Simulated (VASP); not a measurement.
Band structure of NiAl (CsCl type). Computed with TPSS meta-GGA, VASP's PBE PAW potentials (set 64) (plane waves; VASP 6.6.1).

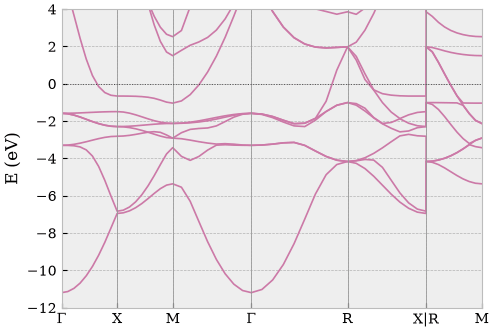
Figure: Bands along high-symmetry lines, zero at the valence-band maximum or, without a gap, the Fermi level

Read the plot: is there a gap, and where are the band edges?

It has no gap at this level: it comes out as a metal or semimetal.

The compound is NiAl in the CsCl type structure. It was relaxed first. The run is not spin-polarised, so no magnetic state was tried. The electron count is odd and the run is not spin-polarised, which forces a metal.
